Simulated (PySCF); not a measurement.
## A study: C3H4B, doublet, SMILES `BC1=C[CH]1`

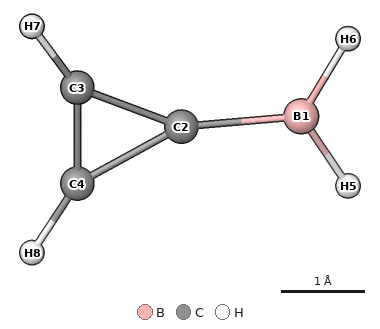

The molecule, with its atoms numbered as below. No frequency check shows the geometry to be a minimum.

Coordinates in Å:

```
B1      -1.7601    0.0000    0.0000
C2      -0.2811   -0.0001    0.0000
C3       1.0031   -0.6657    0.0000
C4       1.0031    0.6657    0.0000
H5      -2.3385    1.0209    0.0000
H6      -2.3385   -1.0209    0.0000
H7       1.5638   -1.5696    0.0000
H8       1.5638    1.5696    0.0000
```

### 1. Bonding charge

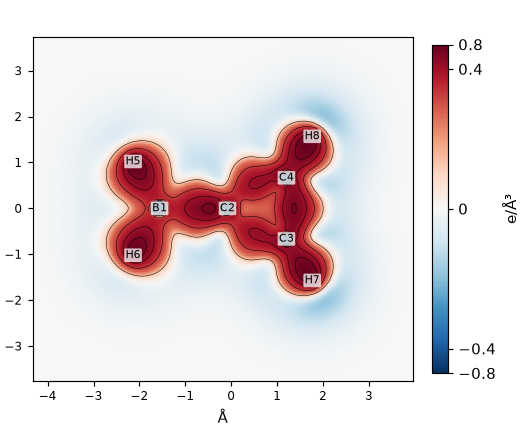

Deformation density (molecule less spherical, spin-averaged free atoms) in the molecular plane; colour scale in e/Å³, logarithmic beyond ±0.1; red: gain, blue: loss.

Computed with PySCF, PBE0/def2-SVP, geometry: GFN2-xTB. The stability of the open-shell solution wasn't checked. GFN2-xTB doesn't know the spin state, so this open-shell geometry is rough.

Question: Describe the bonding that the map shows.

Answer: C4–H8 and C3–H7: +0.75 e/Å³ at the bond critical point (bond length 1.06 Å, Mayer order 1.0). C3–C4: +0.57 e/Å³ at the bond critical point (bond length 1.33 Å, Mayer order 1.5). B1–H5 and B1–H6: +0.42 e/Å³ at the bond critical point (bond length 1.17 Å, Mayer order 1.0). B1–C2: +0.36 e/Å³ at the bond critical point (bond length 1.48 Å, Mayer order 1.5). C2–C3 and C2–C4: +0.36 e/Å³ at the bond critical point (bond length 1.45 Å, Mayer order 1.0). In all, 1.9 electrons gather in the regions of gain relative to the promolecule.

Question: Where do the Hirshfeld charges lie?

Answer: The highest Hirshfeld charge is on H7 and H8 (+0.09 e), the lowest on H5 and H6 (−0.08 e).

### 2. Bond critical points

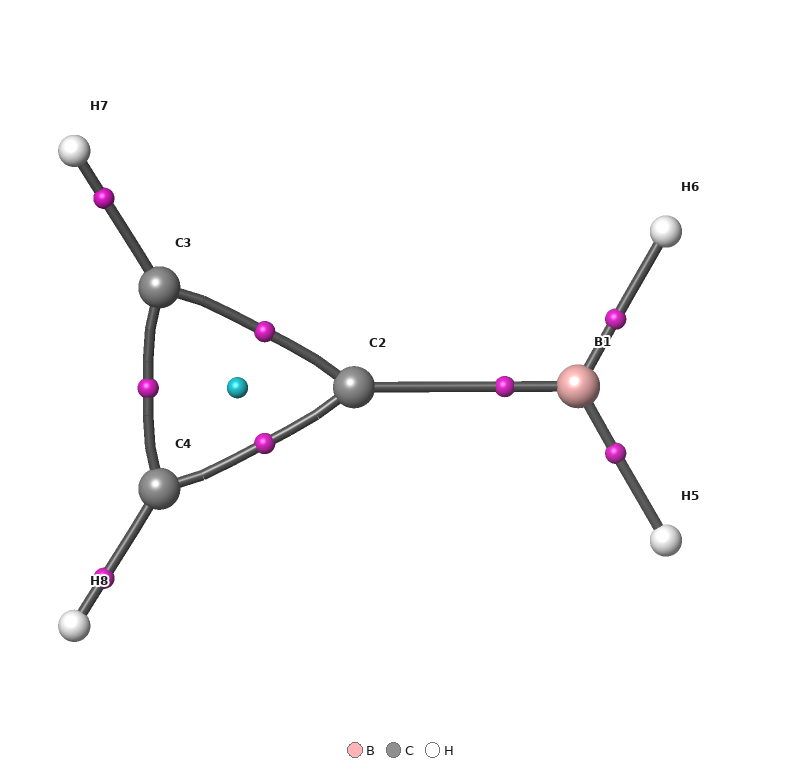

Molecular graph of the electron density (QTAIM): bond paths, bond critical points (magenta), ring points (cyan, if any); weak paths are dashed.

Question: How many critical points of each kind are there, and does the count close?

Answer: 8 nuclei, 8 bond, 1 ring and 0 cage critical points: 8 − 8 + 1 − 0 = 1, as the Poincaré–Hopf relation requires.

Question: Tabulate density, Laplacian, ellipticity and energy density at the bond critical points (atomic units).

Answer:
```csv
bond,length (Å),ρ (a.u.),∇²ρ (a.u.),ε,H (a.u.)
C3–C4,1.331,0.325,−0.71,0.05,−0.341
C4–H8 (2 alike),1.064,0.289,−1.19,0.02,−0.330
C2–C3 (2 alike),1.446,0.262,−0.42,0.41,−0.229
B1–C2,1.479,0.185,+0.27,0.09,−0.181
B1–H5 (2 alike),1.173,0.175,−0.08,0.18,−0.180
```

Question: What kind of interaction is C4–H8?

Answer: Shared-shell (covalent): ρ = 0.289, ∇²ρ = −1.19, H = −0.330 a.u.

### 3. Electrostatic potential

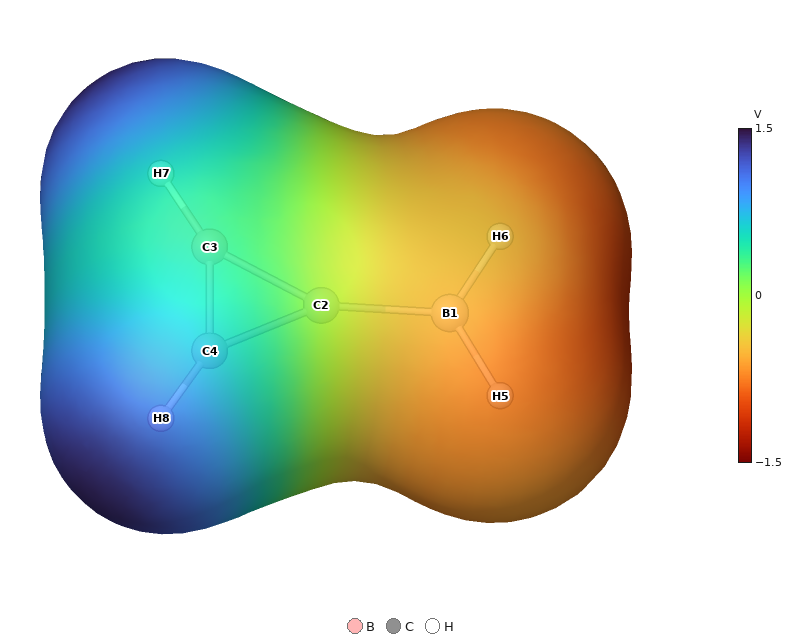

Electrostatic potential on the surface of electron density 0.001 a.u.

Question: Where are the extremes of the potential on the surface?

Answer: Highest: 1.43 V, 1.3 Å from H7, and at like points elsewhere. Further maxima include −0.60 V, 1.4 Å from H5, and at like points elsewhere. Lowest: −1.09 V, about equally far (1.8 Å) from H5 and H6, over B1 (2.1 Å). The surface is sampled at points, so like sites can differ by a few per cent and only the strongest of them is named.

Question: What volume does the surface enclose, and what is the dipole moment?

Answer: About 89 Å³; the dipole moment is 3.8 D.

### 4. Spin density

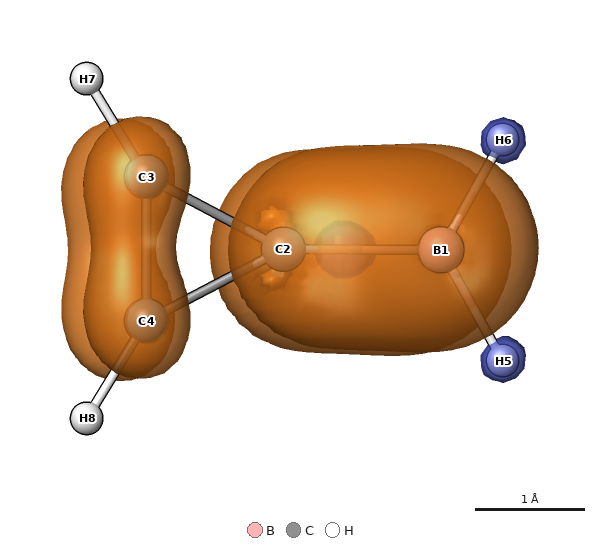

Spin density ρα − ρβ at ±0.02 e/Å³ (orange: excess α, blue: excess β).

Question: Give the atomic spin populations that go with this picture.

Answer: Hirshfeld spin populations: C2 +0.38, B1 +0.36 and C3 and C4 +0.10. ⟨S²⟩ = 0.75, as for a pure state.

### 5. Removing or adding an electron

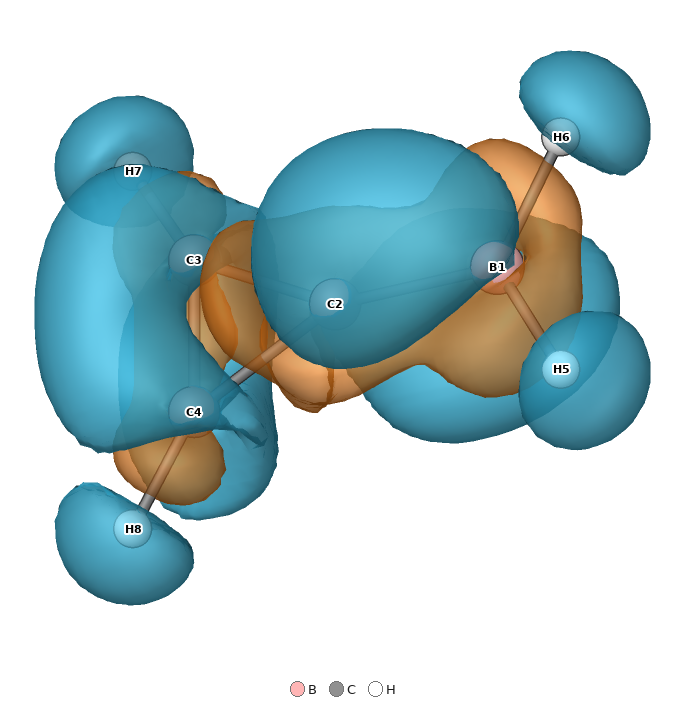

Fukui function f⁻ = ρ(N) − ρ(N−1) at fixed geometry, surfaces at ±0.02 e/Å³ (light blue positive, orange negative).

PySCF calculation, HF/def2-TZVP, gas phase; geometry: GFN2-xTB. GFN2-xTB doesn't know the spin state, so this open-shell geometry is rough.

Question: Which atoms respond most to the removal of an electron?

Answer: f⁻ (Hirshfeld-condensed) is largest on B1 (0.27), C2 (0.18) and C3 and C4 (0.15 each); the vertical ionisation energy is 6.53 eV (to the singlet cation, which needn't be its lowest state). Condensed values hint at sites of electrophilic attack but needn't mark the atom that reacts. Orbital relaxation makes it negative in places (0.21 e in all).

```json
{"atom": "B1", "f⁻": "+0.27", "charge": "+0.06"}
{"atom": "C2", "f⁻": "+0.18", "charge": "−0.10"}
{"atom": "C3", "f⁻": "+0.15", "charge": "0.00"}
{"atom": "C4", "f⁻": "+0.15", "charge": "0.00"}
{"atom": "H5", "f⁻": "+0.06", "charge": "−0.08"}
{"atom": "H6", "f⁻": "+0.06", "charge": "−0.08"}
{"atom": "H7", "f⁻": "+0.06", "charge": "+0.10"}
{"atom": "H8", "f⁻": "+0.06", "charge": "+0.10"}
```
